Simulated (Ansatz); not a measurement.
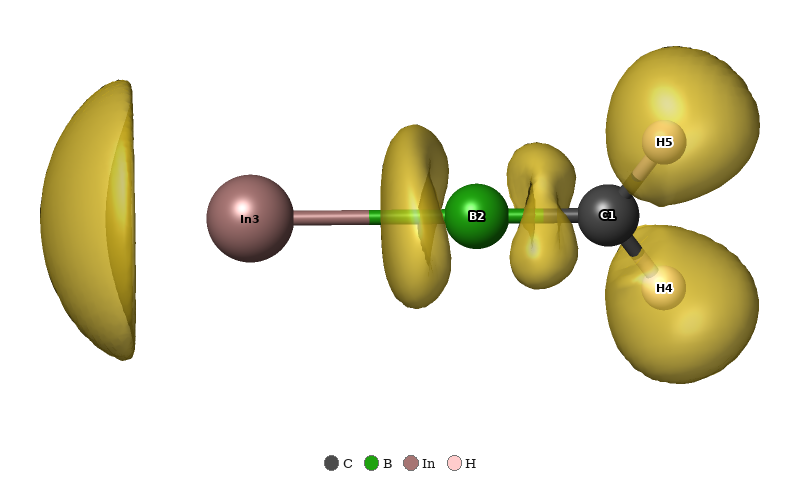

The picture shows: CH₂BIn (SMILES C=[B][In]). Isosurface of the ELF at 0.85 (yellow), seen at a tilt. Core shells and regions of very low density are left out.

Geometry: PBE-D3(BJ)/def2-SVP; core potentials replace the inner electrons of In.

All numbers below come from Ansatz 0.2.0, isolated molecule in a Gaussian basis; Kohn-Sham density functional theory, functional PBE0.

```xyz
5

C     1.3211   -0.0684   -0.4599
B    -0.0068    0.0555    0.0060
In   -2.2926    0.2622    0.8061
H     1.6137   -0.7903   -1.2442
H     2.1523    0.5479   -0.0712
```

**Describe the localisation domains.**

At this value the surface marks out one region between bonded B–C atoms (shared pairs), two regions around hydrogen nuclei, one lobe of the valence shell of B pointing towards In (polar bonds) and one lobe on In, pointing away from the bonds (lone pairs).

Values along the shortest contacts:
C–B (1.41 Å): the ELF peaks at about 0.95 between the atoms; a covalent bond. In–B (2.43 Å): the ELF peaks at about 1 in the valence shell of B, 0.8 Å from its nucleus, and drops to about 0.20 between the two atoms.
